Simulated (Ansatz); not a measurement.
# SiHCl (SMILES [SiH]Cl): BHLYP/cc-pVTZ

What is the energy change on altering one bond length of SiHCl at BHLYP/cc-pVTZ? 

The results are computed with Ansatz 0.2.0.

59 further runs of the same task are left out: 59 set aside as unsound or not needed.

## 1. The structure to begin with

SiHCl: 3 atoms, total charge 0, spin state singlet. As SMILES, `[SiH]Cl`. Geometry: relaxed at PBE0-D4/def2-TZVP.

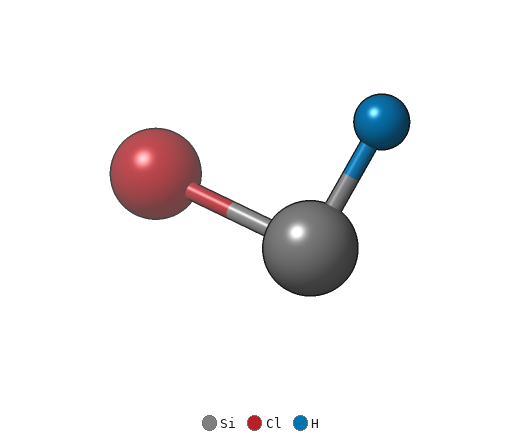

The structure, seen from a chosen angle (silicon grey, chlorine red, hydrogen blue).

## 2. A single-point energy at BHLYP/cc-pVTZ

molecule.yaml reads:

```yaml
crystal:
  periodic: [false, false, false]
  atoms:
    - {symbol: Si, position_ang: [-0.548300, 0.570970, -0.233910]}
    - {symbol: Cl, position_ang: [1.275420, 0.352820, 0.736230]}
    - {symbol: H, position_ang: [-0.727130, -0.923790, -0.502320]}
basis:
  gaussian:
    orbitals: cc-pVTZ
hamiltonian:
  xc: {name: BHLYP}
accuracy: high
output:
  orbitals: {seedname: orbitals}
```

On the command line:

```console
$ ansatz run molecule.yaml --threads 1 --pin off --max-ram 3480MiB --events-out events.jsonl --progress --plain --runs-dir runs
```

The log of the run:

```text
Warning: RAYON_NUM_THREADS=1 ignored (pool sized by the plan → 1); use --threads N
Functional definition: BHLYP
  name "BHLYP"
  parameter a = 0.5
  exchange = (1 - a)*b88_x + a*exact_x
  correlation = lyp_c
1263 factors; integrals over basis functions are off by at most 3.9e-9 eV
mean field evaluation 1: about -20416.6944 eV, gradient 1.1e1 eV
mean field evaluation 2: about -20416.8936 eV, gradient 9.2e0 eV
mean field evaluation 4: about -20417.1036 eV, gradient 2.7e-1 eV
mean field evaluation 8: about -20417.1059 eV, gradient 3.0e-3 eV
mean field evaluation 16: about -20417.1059 eV, gradient 1.8e-6 eV
mean field -20417.10593044 eV, -750.3148037322 hartree, gradient 1.9e-8 eV, S^2 0.000000; 0 other end points of the search recorded, 0 dependent functions left out
reference -20417.10595031 eV, -750.3148044625 hartree; 16, 16 occupied and 66, 66 virtual orbitals, 1263 factors
Total energy: -20417.10595031 eV, -750.3148044625 hartree
```

Wall time 3.6 s (1 thread of Arm Neoverse V1, shared host); peak memory 0.18 GiB.

## 3. The distorted shape

molecule.yaml reads:

```yaml
crystal:
  periodic: [false, false, false]
  atoms:
    - {symbol: Si, position_ang: [-1.095375, 0.636410, -0.524930]}
    - {symbol: Cl, position_ang: [1.275420, 0.352820, 0.736230]}
    - {symbol: H, position_ang: [-1.274205, -0.858350, -0.793340]}
basis:
  gaussian:
    orbitals: cc-pVTZ
hamiltonian:
  xc: {name: BHLYP}
accuracy: high
output:
  orbitals: {seedname: orbitals}
```

On the command line:

```console
$ ansatz run molecule.yaml --threads 1 --pin off --max-ram 3480MiB --events-out events.jsonl --progress --plain --runs-dir runs
```

The log of the run:

```text
Warning: RAYON_NUM_THREADS=1 ignored (pool sized by the plan → 1); use --threads N
Functional definition: BHLYP
  name "BHLYP"
  parameter a = 0.5
  exchange = (1 - a)*b88_x + a*exact_x
  correlation = lyp_c
1214 factors; integrals over basis functions are off by at most 4.1e-9 eV
mean field evaluation 1: about -20414.1560 eV, gradient 2.0e1 eV
mean field evaluation 2: about -20411.5242 eV, gradient 3.6e1 eV
mean field evaluation 4: about -20415.7506 eV, gradient 4.7e-1 eV
mean field evaluation 8: about -20415.7525 eV, gradient 1.7e-2 eV
mean field evaluation 16: about -20415.7525 eV, gradient 2.0e-5 eV
mean field -20415.75252394 eV, -750.2650669608 hartree, gradient 3.5e-8 eV, S^2 0.000000; 0 other end points of the search recorded, 0 dependent functions left out
reference -20415.75254502 eV, -750.2650677353 hartree; 16, 16 occupied and 66, 66 virtual orbitals, 1214 factors
Total energy: -20415.75254502 eV, -750.2650677353 hartree
```

It took 3.6 s on 1 thread of Arm Neoverse V1, shared host; peak memory 0.17 GiB.

## 4. Summary of results

At BHLYP/cc-pVTZ:

```
                                                           quantity          value
                                          first shape: total energy  -750.31480 Eh
                                           first shape: HOMO energy       -7.99 eV
                                           first shape: LUMO energy       -2.02 eV
                                         first shape: HOMO–LUMO gap        5.97 eV
                                      distorted shape: total energy  -750.26507 Eh
                                       distorted shape: HOMO energy       -8.80 eV
                                       distorted shape: LUMO energy       -3.15 eV
                                     distorted shape: HOMO–LUMO gap        5.66 eV
energy change with the Si1–Cl2 bond stretched from 2.077 to 2.700 Å       1.353 eV
```

**Reading.** With the Si1–Cl2 bond stretched from 2.077 to 2.700 Å the energy rises by 1.35 eV (31 kcal/mol). The first shape isn't relaxed at this level, so the change isn't measured from a minimum.
